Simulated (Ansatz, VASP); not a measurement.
# Cross-check of PrPb between VASP and Ansatz

One calculation is typed for both programs; each brings its own data sets and cutoff. How far apart do they land? The cell is invented: As first built, before any earlier steps moved the atoms: it takes the DyZr structure with all of its atoms replaced by other elements, volume scaled by an estimate. It may not be a known or stable phase. The cell comes out of earlier VASP steps on this material, which relaxed, scaled or displaced it; both programs get it as it stands.

Main program and level: Ansatz 0.2.0; plane waves, with VASP 6.6.1 beside it; zone-centre phonons at LDA.

In doubt: a part-filled 4f shell, where there is one, can sit in one of many states, so energies may not be the lowest and differences between runs may mislead; derivatives with an open 4f shell can jump between states, which bears on forces and vibrations.

## 1. Set-up

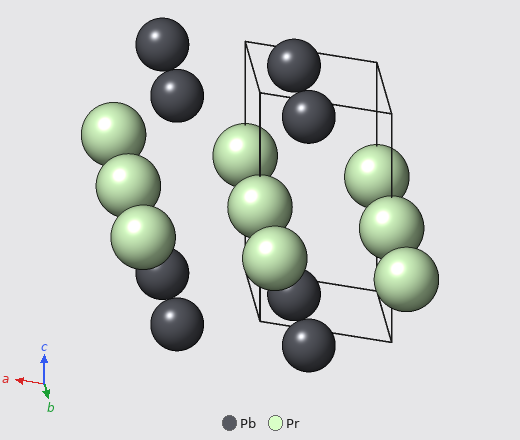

The starting structure, seen from a free direction (lead dark grey, praseodymium light green). 2×2×1 cells are drawn. Some periodic images of atoms are drawn too.

Structure file:

```cif
data_structure
_symmetry_space_group_name_H-M 'P-6m2'
_symmetry_Int_Tables_number 187
_cell_length_a 3.2938
_cell_length_b 3.2938
_cell_length_c 5.5899
_cell_angle_alpha 90.000
_cell_angle_beta 90.000
_cell_angle_gamma 120.000
_cell_volume 52.52
loop_
_atom_site_label
_atom_site_type_symbol
_atom_site_symmetry_multiplicity
_atom_site_Wyckoff_symbol
_atom_site_fract_x
_atom_site_fract_y
_atom_site_fract_z
_atom_site_occupancy
Pb1 Pb 1 e 0.66667 0.33333 0.00000 1
Pr1 Pr 1 b 0.00000 0.00000 0.50000 1
```

## 2. VASP: zone-centre phonons, LDA

Second derivatives magnify differences that forces hide, and they need a tight electronic threshold.

Lines of VASP's logs that name or quote its potential files are left out, and so is its time.

Input file INCAR:

```
SYSTEM = PrPb
PREC = Accurate
ENCUT = 440
EDIFF = 1E-08
NELM = 100
ISMEAR = 0
SIGMA = 0.05
LREAL = .FALSE.
ALGO = Normal
GGA = CA
NBANDS = 20
ISPIN = 2
MAGMOM = 0.004 2.167
LMAXMIX = 6
LORBIT = 11
LWAVE = .FALSE.
LCHARG = .FALSE.
IBRION = 8
ISIF = 2
```

Input file POSCAR:

```
PrPb
1.0
    3.2937523500      0.0000000000      0.0000000000
   -1.6468761750      2.8524733037      0.0000000000
    0.0000000000      0.0000000000      5.5898574751
Pb Pr
1 1
Direct
    0.6666666700      0.3333333300      0.0000000000
    0.0000000000      0.0000000000      0.5000000000
```

Input file KPOINTS:

```
Automatic mesh
0
Gamma
7 7 4
0 0 0
```

PAW data sets: Pb_d and Pr (PBE family, release 64).

Command:

```console
$ mpirun -np 1 vasp_std
```

Numbers of over 12 decimals in the logs are rounded to 6 here.

The program printed:

```text
[banner, memory and clock lines left out]
running    1 mpi-ranks, on    1 nodes
 distrk:  each k-point on    1 cores,    1 groups
 distr:  one band on    1 cores,    1 groups

 POSCAR found type information on POSCAR PbPr
 POSCAR found :  2 types and       2 ions
|                                                                             |
|               ----> ADVICE to this user running VASP <----                  |
|                                                                             |
|     You enforced a specific xc type in the INCAR file but a different       |
|     [... a line on the potential file left out ...]
|     I HOPE YOU KNOW WHAT YOU ARE DOING!                                     |
|                                                                             |

 LDA part: xc-table for (Slater(with rela. corr.)+CA(PZ))
 , standard interpolation
 POSCAR, INCAR and KPOINTS ok, starting setup
 FFT: planning ... GRIDC
 FFT: planning ... GRID_SOFT
 FFT: planning ... GRID
 WAVECAR not read
 entering main loop
       N       E                     dE             d eps       ncg     rms          rms(c)
DAV:   1     0.256782918446E+03    0.25678E+03   -0.10749E+04  2152   0.232E+03
DAV:   2     0.228067289610E+02   -0.23398E+03   -0.22735E+03  2276   0.418E+02
DAV:   3    -0.107912215821E+02   -0.33598E+02   -0.32237E+02  2936   0.178E+02
DAV:   4    -0.137269452135E+02   -0.29357E+01   -0.27734E+01  3760   0.456E+01
DAV:   5    -0.139552187894E+02   -0.22827E+00   -0.22463E+00  3088   0.813E+00    0.364E+01
DAV:   6    -0.294102581525E+02   -0.15455E+02   -0.22990E+02  2832   0.913E+01    0.647E+01
DAV:   7    -0.113405512999E+02    0.18070E+02   -0.45193E+01  3108   0.793E+01    0.257E+01
DAV:   8    -0.115815225511E+02   -0.24097E+00   -0.27979E+00  3512   0.140E+01    0.927E+00
DAV:   9    -0.111666603356E+02    0.41486E+00   -0.18512E+00  3528   0.184E+01    0.507E+00
DAV:  10    -0.111963629010E+02   -0.29703E-01   -0.87078E-02  2936   0.246E+00    0.413E+00
DAV:  11    -0.111965770102E+02   -0.21411E-03   -0.11450E-02  3660   0.731E-01    0.433E+00
DAV:  12    -0.111964452574E+02    0.13175E-03   -0.41851E-02  3288   0.293E+00    0.298E+00
DAV:  13    -0.111940480410E+02    0.23972E-02   -0.44870E-02  3488   0.284E+00    0.103E+00
DAV:  14    -0.111969671594E+02   -0.29191E-02   -0.97712E-03  3076   0.120E+00    0.107E+00
[...]
DAV:  22    -0.111964083921E+02    0.21577E-05   -0.21050E-05  3492   0.531E-02    0.190E-02
DAV:  23    -0.111964126561E+02   -0.42640E-05   -0.37179E-06  3540   0.210E-02    0.861E-03
DAV:  24    -0.111964137431E+02   -0.10869E-05   -0.23178E-07  3228   0.387E-03    0.793E-03
DAV:  25    -0.111964132130E+02    0.53009E-06   -0.20166E-07  3444   0.654E-03    0.177E-03
DAV:  26    -0.111964131278E+02    0.85129E-07   -0.13508E-08  1828   0.118E-03    0.117E-03
DAV:  27    -0.111964131479E+02   -0.20070E-07   -0.27924E-09  1264   0.123E-03    0.994E-04
DAV:  28    -0.111964131234E+02    0.24552E-07   -0.20526E-09  1188   0.825E-04    0.519E-04
DAV:  29    -0.111964131227E+02    0.69303E-09   -0.16095E-09  1196   0.722E-04
   1 F= -.11196413E+02 E0= -.11191379E+02  d E =-.100691E-01  mag=     2.6439
 Linear response reoptimize wavefunctions to high precision
DAV:   1    -0.111964131159E+02    0.67635E-08   -0.19129E-09  1728   0.601E-04
DAV:   2    -0.111964131160E+02   -0.91859E-10   -0.46789E-10  1212   0.471E-04
 Linear response DOF=           4
 Linear response progress:
  Degree of freedom:   1/  4
       N       E                     dE             d eps       ncg     rms          rms(c)
RMM:   1    -0.315876516357E+00   -0.31588E+00   -0.12909E-01  9683   0.476E+00
RMM:   2    -0.317756519010E+00   -0.18800E-02   -0.17799E-02 11576   0.107E+00    0.493E-02
RMM:   3    -0.318127793156E+00   -0.37127E-03   -0.26854E-03 13233   0.304E-01    0.414E-02
RMM:   4    -0.318135525542E+00   -0.77324E-05   -0.52764E-04 13366   0.115E-01    0.241E-02
RMM:   5    -0.318199448707E+00   -0.63923E-04   -0.14180E-04 12829   0.498E-02    0.280E-02
RMM:   6    -0.318214606321E+00   -0.15158E-04   -0.48416E-05 12306   0.305E-02    0.176E-02
RMM:   7    -0.318231177714E+00   -0.16571E-04   -0.20369E-05 12258   0.248E-02    0.194E-02
RMM:   8    -0.318261530304E+00   -0.30353E-04   -0.10883E-05 12292   0.199E-02    0.118E-02
RMM:   9    -0.318269850578E+00   -0.83203E-05   -0.74054E-06 13369   0.119E-02    0.381E-03
RMM:  10    -0.318273830451E+00   -0.39799E-05   -0.45558E-06 15112   0.710E-03    0.215E-03
RMM:  11    -0.318269188943E+00    0.46415E-05   -0.27031E-06 15091   0.534E-03    0.144E-03
RMM:  12    -0.318271107162E+00   -0.19182E-05   -0.17543E-06 15540   0.430E-03    0.838E-04
RMM:  13    -0.318270328256E+00    0.77891E-06   -0.11970E-06 15858   0.365E-03    0.574E-04
RMM:  14    -0.318269917510E+00    0.41075E-06   -0.68990E-07 16173   0.316E-03    0.352E-04
RMM:  15    -0.318270183775E+00   -0.26626E-06   -0.45168E-07 15884   0.293E-03    0.275E-04
RMM:  16    -0.318270254602E+00   -0.70827E-07   -0.35597E-07 16371   0.264E-03    0.210E-04
RMM:  17    -0.318270486403E+00   -0.23180E-06   -0.25480E-07 15942   0.245E-03    0.994E-05
RMM:  18    -0.318270927657E+00   -0.44125E-06   -0.18807E-07 15812   0.229E-03    0.703E-05
RMM:  19    -0.318270929323E+00   -0.16668E-08   -0.14404E-07 16252   0.216E-03    0.440E-05
RMM:  20    -0.318271067489E+00   -0.13817E-06   -0.12242E-07 16120   0.206E-03    0.368E-05
RMM:  21    -0.318271040170E+00    0.27320E-07   -0.87873E-08 16435   0.197E-03    0.435E-05
RMM:  22    -0.318271155536E+00   -0.11537E-06   -0.83222E-08 16067   0.190E-03    0.223E-05
RMM:  23    -0.318271239527E+00   -0.83991E-07   -0.71711E-08 16231   0.185E-03    0.101E-05
RMM:  24    -0.318271240333E+00   -0.80654E-09   -0.70390E-08 16106   0.180E-03    0.371E-05
 first order change of Fermi-energy   0.20271E-03
 force on displaced ion       1 direction 1 :  -0.898   0.000   0.000
 Linear response progress:
  Degree of freedom:   2/  4
       N       E                     dE             d eps       ncg     rms          rms(c)
RMM:   1    -0.361094391440E+00   -0.36109E+00   -0.13892E-01  3579   0.494E+00
RMM:   2    -0.360895556789E+00    0.19883E-03   -0.19035E-02  4170   0.126E+00    0.735E-02
RMM:   3    -0.361775865864E+00   -0.88031E-03   -0.46186E-03  4693   0.365E-01    0.548E-02
RMM:   4    -0.361671593509E+00    0.10427E-03   -0.86455E-04  4635   0.216E-01    0.275E-02
RMM:   5    -0.361702328270E+00   -0.30735E-04   -0.38973E-04  4745   0.925E-02    0.393E-02
RMM:   6    -0.361704214743E+00   -0.18865E-05   -0.10391E-04  4952   0.569E-02    0.265E-02
RMM:   7    -0.361691102979E+00    0.13112E-04   -0.36522E-05  5179   0.385E-02    0.705E-03
RMM:   8    -0.361691577923E+00   -0.47494E-06   -0.38913E-05  5647   0.253E-02    0.378E-03
RMM:   9    -0.361687178215E+00    0.43997E-05   -0.28259E-05  5522   0.201E-02    0.307E-03
RMM:  10    -0.361680127007E+00    0.70512E-05   -0.10839E-05  5722   0.150E-02    0.168E-03
RMM:  11    -0.361675482065E+00    0.46449E-05   -0.59313E-06  5819   0.121E-02    0.136E-03
RMM:  12    -0.361676615394E+00   -0.11333E-05   -0.87912E-06  5695   0.104E-02    0.131E-03
RMM:  13    -0.361674512631E+00    0.21028E-05   -0.57656E-06  5542   0.954E-03    0.910E-04
RMM:  14    -0.361677157457E+00   -0.26448E-05   -0.66417E-06  5428   0.843E-03    0.918E-04
[...]
RMM:  26    -0.361676928425E+00    0.57256E-07   -0.79695E-07  5726   0.515E-03    0.124E-04
RMM:  27    -0.361676878332E+00    0.50093E-07   -0.76363E-07  6005   0.512E-03    0.150E-04
RMM:  28    -0.361676811703E+00    0.66629E-07   -0.64500E-07  5729   0.508E-03    0.202E-04
RMM:  29    -0.361676772656E+00    0.39047E-07   -0.63074E-07  5878   0.508E-03    0.214E-04
RMM:  30    -0.361676729190E+00    0.43466E-07   -0.52294E-07  5757   0.507E-03    0.270E-04
RMM:  31    -0.361676695881E+00    0.33309E-07   -0.51660E-07  5898   0.508E-03    0.290E-04
RMM:  32    -0.361676632273E+00    0.63608E-07   -0.43445E-07  5759   0.508E-03    0.290E-04
RMM:  33    -0.361676544147E+00    0.88126E-07   -0.43074E-07  5621   0.511E-03    0.301E-04
 first order change of Fermi-energy  -0.97950E-04
 force on displaced ion       1 direction 3 :  -0.000   0.000  -5.735
 Linear response progress:
  Degree of freedom:   3/  4
       N       E                     dE             d eps       ncg     rms          rms(c)
RMM:   1    -0.330865585228E+00   -0.33087E+00    0.51557E-02  7121   0.256E+01
RMM:   2    -0.359236726921E+00   -0.28371E-01   -0.13477E-01 12897   0.277E+00    0.681E-01
RMM:   3    -0.357460267434E+00    0.17765E-02   -0.42093E-02 14949   0.108E+00    0.321E-01
RMM:   4    -0.358526715782E+00   -0.10664E-02   -0.16704E-02 16182   0.493E-01    0.662E-02
RMM:   5    -0.358808528378E+00   -0.28181E-03   -0.70836E-03 16344   0.323E-01    0.501E-02
RMM:   6    -0.359116229158E+00   -0.30770E-03   -0.46125E-03 16259   0.224E-01    0.513E-02
RMM:   7    -0.359263897120E+00   -0.14767E-03   -0.24785E-03 15549   0.177E-01    0.516E-02
RMM:   8    -0.359356616649E+00   -0.92720E-04   -0.16705E-03 16620   0.131E-01    0.539E-02
 first order change of Fermi-energy  -0.12810E-01
 force on displaced ion       2 direction 1 :  -2.762  -0.006   0.000
 Linear response progress:
  Degree of freedom:   4/  4
       N       E                     dE             d eps       ncg     rms          rms(c)
RMM:   1    -0.451472120901E+00   -0.45147E+00    0.80337E-02  2785   0.257E+01
RMM:   2    -0.475910918013E+00   -0.24439E-01   -0.16695E-01  4699   0.326E+00    0.691E-01
RMM:   3    -0.475313575201E+00    0.59734E-03   -0.46183E-02  5446   0.128E+00    0.337E-01
RMM:   4    -0.476589143852E+00   -0.12756E-02   -0.21644E-02  5630   0.636E-01    0.845E-02
RMM:   5    -0.476987871130E+00   -0.39873E-03   -0.11867E-02  5842   0.430E-01    0.441E-02
RMM:   6    -0.477491468675E+00   -0.50360E-03   -0.94358E-03  5890   0.290E-01    0.447E-02
RMM:   7    -0.477653078951E+00   -0.16161E-03   -0.51840E-03  5423   0.229E-01    0.497E-02
RMM:   8    -0.477766477737E+00   -0.11340E-03   -0.37564E-03  6143   0.190E-01    0.563E-02
RMM:   9    -0.477914947848E+00   -0.14847E-03   -0.40760E-03  5340   0.166E-01    0.795E-02
RMM:  10    -0.477822968628E+00    0.91979E-04   -0.21647E-03  5540   0.152E-01    0.114E-01
RMM:  11    -0.477834056873E+00   -0.11088E-04   -0.19814E-03  6013   0.123E-01    0.134E-01
RMM:  12    -0.478534932078E+00   -0.70088E-03   -0.18111E-03  6025   0.180E-01    0.183E-02
RMM:  13    -0.478543324332E+00   -0.83923E-05   -0.10566E-03  5307   0.108E-01    0.215E-02
RMM:  14    -0.478677964883E+00   -0.13464E-03   -0.91418E-04  5696   0.884E-02    0.132E-02
[...]
RMM:  22    -0.478895525295E+00    0.15167E-05   -0.22645E-04  6087   0.521E-02    0.808E-04
RMM:  23    -0.478885700532E+00    0.98248E-05   -0.19609E-04  5959   0.509E-02    0.125E-03
RMM:  24    -0.478882277779E+00    0.34228E-05   -0.18535E-04  5907   0.495E-02    0.169E-03
RMM:  25    -0.478871111627E+00    0.11166E-04   -0.16323E-04  5618   0.488E-02    0.231E-03
RMM:  26    -0.478866832977E+00    0.42787E-05   -0.15375E-04  6010   0.482E-02    0.264E-03
RMM:  27    -0.478856702119E+00    0.10131E-04   -0.13518E-04  5673   0.478E-02    0.304E-03
RMM:  28    -0.478849959437E+00    0.67427E-05   -0.12732E-04  5879   0.475E-02    0.324E-03
RMM:  29    -0.478840575523E+00    0.93839E-05   -0.11152E-04  5744   0.473E-02    0.307E-03
 first order change of Fermi-energy   0.10147E-02
 force on displaced ion       2 direction 3 :  -0.000   0.000  -6.668
 Linear response finished
```

OUTCAR, selected parts (step 2):

```text
ion  position               nearest neighbor table
   1  0.667  0.333  0.000-   2 3.38   2 3.38   2 3.38   2 3.38   2 3.38   2 3.38
   2  0.000  0.000  0.500-   1 3.38   1 3.38   1 3.38   1 3.38   1 3.38   1 3.38

  LATTYP: Found a hexagonal cell.
 ALAT       =     3.2937523500
 C/A-ratio  =     1.6971092180

 Subroutine GETGRP returns: Found 12 space group operations
 (whereof 12 operations were pure point group operations)

The static configuration has the point symmetry D_3h.

 Found     24 irreducible k-points:

   k-points           NKPTS =     24   k-points in BZ     NKDIM =     24   number of bands    NBANDS=     20

   dimension x,y,z NGX =    24 NGY =   24 NGZ =   40
   dimension x,y,z NGXF=    48 NGYF=   48 NGZF=   80

   ENCUT  =  440.0 eV  32.34 Ry    5.69 a.u.   5.63  5.63  9.56*2*pi/ulx,y,z

   NELECT =      27.0000    total number of electrons

 k-points in reciprocal lattice and weights: Automatic mesh
   0.00000000  0.00000000  0.00000000       0.005
   0.14285714 -0.00000000  0.00000000       0.031
   0.28571429 -0.00000000  0.00000000       0.031
   0.42857143 -0.00000000  0.00000000       0.031
   0.14285714  0.14285714  0.00000000       0.031
   0.28571429  0.14285714  0.00000000       0.061
   0.42857143  0.14285714  0.00000000       0.031
   0.28571429  0.28571429  0.00000000       0.031
   0.00000000  0.00000000  0.25000000       0.010
[...]
0.42857143  0.14285714  0.50000000       0.031
   0.28571429  0.28571429  0.50000000       0.031

 average (electrostatic) potential at core
       1 -88.6049       2 -70.8577

  Total       -0.0020950     -0.0020950      0.0005396      0.0000000      0.0000000      0.0000000
  in kB       -0.0639119     -0.0639119      0.0164604      0.0000000      0.0000000      0.0000000
  external PRESSURE =      -0.0371211 kB  Pullay stress =       0.0000000 kB

  energy-cutoff  :      440.00
  volume of cell :       52.52
      direct lattice vectors                 reciprocal lattice vectors
     3.293752350  0.000000000  0.000000000     0.303605096  0.175286478  0.000000000
    -1.646876175  2.852473304  0.000000000     0.000000000  0.350572957  0.000000000
     0.000000000  0.000000000  5.589857475     0.000000000  0.000000000  0.178895438

 POSITION                                       TOTAL-FORCE (eV/Angst)
 -----------------------------------------------------------------------------------
      1.64688      0.95082      0.00000        -0.000000      0.000000      0.000000
      0.00000      0.00000      2.79493         0.000000      0.000000      0.000000
 -----------------------------------------------------------------------------------
    total drift:                               -0.000011      0.000007      0.000000

 Eigenvectors and eigenvalues of the dynamical matrix
 ----------------------------------------------------

   1 f  =    4.284151 THz    26.918117 2PiTHz  142.903909 cm-1    17.717819 meV
             X         Y         Z           dx          dy          dz
      1.646876  0.950824  0.000000     0.000000    0.000000   -0.607800
      0.000000  0.000000  2.794929    -0.000000    0.000000    0.794090

   2 f  =    2.477733 THz    15.568053 2PiTHz   82.648265 cm-1    10.247074 meV
             X         Y         Z           dx          dy          dz
      1.646876  0.950824  0.000000    -0.000000    0.458038   -0.000000
      0.000000  0.000000  2.794929     0.000000   -0.888933    0.000000

   3 f  =    2.477733 THz    15.568053 2PiTHz   82.648262 cm-1    10.247074 meV
             X         Y         Z           dx          dy          dz
      1.646876  0.950824  0.000000    -0.458038   -0.000000   -0.000000
      0.000000  0.000000  2.794929     0.888933    0.000000    0.000000

   4 f/i=    0.155611 THz     0.977735 2PiTHz    5.190637 cm-1     0.643557 meV
             X         Y         Z           dx          dy          dz
      1.646876  0.950824  0.000000    -0.000000    0.000000    0.794090
      0.000000  0.000000  2.794929     0.000000    0.000000    0.607800

   5 f/i=    0.537980 THz     3.380229 2PiTHz   17.945089 cm-1     2.224906 meV
             X         Y         Z           dx          dy          dz
      1.646876  0.950824  0.000000    -0.888933    0.000000   -0.000000
      0.000000  0.000000  2.794929    -0.458038    0.000000    0.000000

   6 f/i=    0.537980 THz     3.380230 2PiTHz   17.945089 cm-1     2.224906 meV
             X         Y         Z           dx          dy          dz
      1.646876  0.950824  0.000000    -0.000000   -0.888933   -0.000000
      0.000000  0.000000  2.794929    -0.000000   -0.458038    0.000000

 ELASTIC MODULI CONTR FROM IONIC RELAXATION (kBar)
 Direction    XX          YY          ZZ          XY          YZ          ZX
 --------------------------------------------------------------------------------
 XX          -6.1670      6.1670      0.0000     -0.0000      0.0000      0.0000
 YY           6.1670     -6.1670      0.0000      0.0000      0.0000      0.0000
 ZZ           0.0000      0.0000      0.0000      0.0000      0.0000      0.0000
 XY          -0.0000      0.0000      0.0000     -6.1670      0.0000      0.0000
 YZ           0.0000      0.0000      0.0000      0.0000      0.0000      0.0000
 ZX           0.0000      0.0000      0.0000      0.0000      0.0000      0.0000
 --------------------------------------------------------------------------------

 magnetization (x)
# of ion       s       p       d       f       tot
--------------------------------------------------
    1       -0.002   0.001   0.005   0.000   0.004
    2        0.002  -0.016   0.156   2.024   2.167
--------------------------------------------------
tot          0.000  -0.015   0.161   2.024   2.171
```

(Part 1 of 2 ends here.)

[Lines on the potential files, build, host, timing and source positions are cut from VASP's logs without a mark.]

[Logs are printed without paths, hosts, clocks, repeated set-up lines and the standing remarks that a program may print on its own settings, such as how far it seeks lower states.]

[Hosts, paths, dates, database ids (printed as entryN), source tags and the programs' standing remarks are cut or masked in the printed files.]
